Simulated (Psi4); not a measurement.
# GaNH3 (SMILES [NH2][GaH]) at UCAM-B3LYP/def2-TZVP

Aim: the vertical ionisation energy of GaNH3 at UCAM-B3LYP/def2-TZVP, from 2 runs. 

Program for the calculation: Psi4 1.11.

## (1) The system as given

The species is GaNH3 (5 atoms), meant as a doublet with charge 0. SMILES: `[NH2][GaH]`. The shape is that of a PBE0-D4/def2-TZVP optimisation. This is one conformer, not always the lowest.

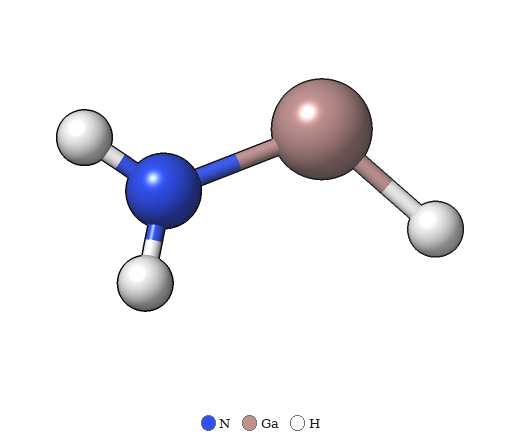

Viewed from a chosen angle; nitrogen blue, gallium pink, hydrogen white.

## (2) Energy and forces at UCAM-B3LYP/def2-TZVP

gah3n.dat reads:

```
memory 2.2 GB

molecule mol {
  0 2
  N
  Ga 1 r2
  H 1 r3 2 a3
  H 1 r4 3 a4 2 d4
  H 2 r5 1 a5 4 d5

  r2 = 1.825229
  r3 = 1.008068
  a3 = 123.79517
  r4 = 1.005722
  a4 = 111.8966
  d4 = -179.99973
  r5 = 1.594126
  a5 = 116.86458
  d5 = -179.93664
  symmetry c1
}

set {
  reference            uks
  puream               true
  e_convergence        1e-09
  d_convergence        1e-08
  scf_type             pk
  dft_radial_points    99
  dft_spherical_points 590
  maxiter              100
}

e_tot, wfn = gradient('cam-b3lyp/def2-TZVP', return_wfn=True)
oeprop(wfn, 'DIPOLE', 'MAYER_INDICES', 'QUADRUPOLE', title='CAM-B3LYP')
```

On the command line:

```sh
$ psi4 -n 1 gah3n.dat gah3n.out
```

gah3n.out (excerpt; [...] marks lines left out):

```text
[...]
  Running in c1 symmetry.
[...]
  Nuclear repulsion =   95.419932275568016
[...]
  Multiplicity = 2
[...]
  Nalpha       = 21
  Nbeta        = 20
[...]
    Number of basis functions: 97
[...]
   @UKS iter   1: -1979.51586566658193   -1.76471e+00   3.36294e-02 DIIS/ADIIS
[...]
   @UKS iter  14: -1981.49763797691980   -1.09139e-11   8.11934e-09 DIIS
[...]
   @S^2 Observed:                7.536177867E-01
[...]
    Orbital Energies [Eh]
    ---------------------
    Alpha Occupied:
       1A   -372.611107     2A    -45.969469     3A    -40.724555
       4A    -40.722905     5A    -40.720882     6A    -14.363124
       7A     -5.557819     8A     -3.846615     9A     -3.841594
      10A     -3.836934    11A     -0.930271    12A     -0.898177
      13A     -0.896741    14A     -0.893747    15A     -0.891879
      16A     -0.869901    17A     -0.546276    18A     -0.525473
      19A     -0.404215    20A     -0.323821    21A     -0.251083
    Alpha Virtual:
      22A      0.001301    23A      0.056748    24A      0.115043
      25A      0.135707    26A      0.141916    27A      0.212760
[...]
  @UKS Final Energy: -1981.49763797691980
   => Energetics <=
    Nuclear Repulsion Energy =             95.4199322755680157
    One-Electron Energy =               -2950.4710725397271744
    Two-Electron Energy =                 937.9905821557157424
    DFT Exchange-Correlation Energy =     -64.4370798684765020
    Empirical Dispersion Energy =           0.0000000000000000
    VV10 Nonlocal Energy =                  0.0000000000000000
    Total Energy =                      -1981.4976379769198047
[...]
  -Total Gradient:
     Atom            X                  Y                   Z
    ------   -----------------  -----------------  -----------------
       1        0.000002281905    -0.000078426983    -0.000117535695
       2        0.000013443080    -0.000998856265    -0.000106872135
       3        0.000006123851     0.000120860223    -0.000212661555
       4       -0.000010792845    -0.000067270175    -0.000138196006
       5       -0.000011046700     0.001024157493     0.000575432413
[...]
 Multipole Moments:
 ------------------------------------------------------------------------------------
     Multipole            Electronic (a.u.)      Nuclear  (a.u.)        Total (a.u.)
 ------------------------------------------------------------------------------------
 L = 1.  Multiply by 2.5417464519 to convert [e a0] to [Debye]
 Dipole X            :          0.0017702           -0.0015462            0.0002240
 Dipole Y            :         -1.4975460            1.4022863           -0.0952598
 Dipole Z            :          4.7247481           -5.0867285           -0.3619804
 Magnitude           :                                                    0.3743051
 L = 2.  Multiply by 1.3450342976 to convert [e a0^2] to [Debye ang]
 Quadrupole XX       :        -17.8489677            0.0000088          -17.8489590
 Quadrupole XY       :          0.0105289           -0.0078942            0.0026346
[...]
```

Run time: 51 s. Hardware: 1 thread of Intel Xeon Platinum 8259CL at 2.50GHz (Skylake/Cascade Lake), shared host; peak memory 1.2 GiB.

## (3) The singlet cation, same level

job.dat reads:

```
memory 2200 MB

molecule {
  1 1
  N     -0.211900    -0.684000     0.064700
  Ga     0.815500     0.782900     0.417000
  H     -0.946800    -0.701300    -0.625100
  H     -0.115200    -1.569300     0.532000
  H      0.508200     2.097900    -0.430100
  symmetry c1
}

set {
  basis                def2-TZVP
  reference            rks
  puream               true
  e_convergence        1e-09
  d_convergence        1e-08
  scf_type             pk
  dft_radial_points    99
  dft_spherical_points 590
}

E, wfn = gradient("cam-b3lyp", return_wfn=True)
oeprop(wfn, "MAYER_INDICES", "MULLIKEN_CHARGES", "DIPOLE", title="CAM-B3LYP")
```

On the command line:

```sh
$ psi4 -n 1 job.dat job.out
```

job.out (excerpt; [...] marks lines left out):

```text
[...]
  Running in c1 symmetry.
[...]
  Nuclear repulsion =   95.419926874908640
[...]
  Multiplicity = 1
[...]
  Nalpha       = 20
  Nbeta        = 20
[...]
    Number of basis functions: 97
[...]
   @RKS iter   1: -1979.47858277671730   -1.72743e+00   3.23871e-02 DIIS/ADIIS
[...]
   @RKS iter  13: -1981.20063830467711   -7.95808e-12   2.28976e-09 DIIS
[...]
  @RKS Final Energy: -1981.20063830467711
   => Energetics <=
    Nuclear Repulsion Energy =             95.4199268749086400
    One-Electron Energy =               -2938.8289306357155510
    Two-Electron Energy =                 926.4783636622150880
    DFT Exchange-Correlation Energy =     -64.2699982060851625
    Empirical Dispersion Energy =           0.0000000000000000
    VV10 Nonlocal Energy =                  0.0000000000000000
    Total Energy =                      -1981.2006383046771134
[...]
  -Total Gradient:
     Atom            X                  Y                   Z
    ------   -----------------  -----------------  -----------------
       1       -0.034478509992    -0.008220969142    -0.029234164065
       2        0.052015005067     0.013665466047     0.043497779436
       3        0.001317423468    -0.008918685807     0.005057222353
       4        0.000846657093     0.003808021010    -0.000802157097
       5       -0.019700788039    -0.000333600543    -0.018518992743
[...]
 Multipole Moments:
 ------------------------------------------------------------------------------------
     Multipole            Electronic (a.u.)      Nuclear  (a.u.)        Total (a.u.)
 ------------------------------------------------------------------------------------
 L = 1.  Multiply by 2.5417464519 to convert [e a0] to [Debye]
 Dipole X            :          3.8814858           -3.5661113            0.3153744
 Dipole Y            :          3.3755323           -3.3622894            0.0132429
 Dipole Z            :          2.2476007           -1.9542468            0.2933539
 Magnitude           :                                                    0.4309210
[...]
```

It took 37 s on 1 thread of Intel Xeon Platinum 8259CL at 2.50GHz (Skylake/Cascade Lake), shared host; peak memory 1.2 GiB.

## (4) Outcome

At UCAM-B3LYP/def2-TZVP:

| quantity | value |
| --- | --- |
| doublet GaNH3: total energy | -1981.49764 Eh |
| doublet GaNH3: dipole moment | 0.95 D |
| doublet GaNH3: HOMO energy (highest over α and β) | -6.83 eV |
| doublet GaNH3: LUMO energy (lowest over α and β) | -1.48 eV |
| doublet GaNH3: ⟨S²⟩ | 0.754 |
| doublet GaNH3: largest force on an atom | 0.060 eV/Å |
| singlet cation: total energy | -1981.20064 Eh |
| singlet cation: HOMO energy | -14.91 eV |
| singlet cation: LUMO energy | -9.30 eV |
| singlet cation: HOMO–LUMO gap | 5.62 eV |
| singlet cation: largest force on an atom | 3.557 eV/Å |
| vertical ionisation energy (to the singlet cation) | 8.082 eV |

The vertical ionisation energy comes to 8.08 eV (186 kcal/mol). Only the singlet of the ionised species was computed; a triplet could lie lower.
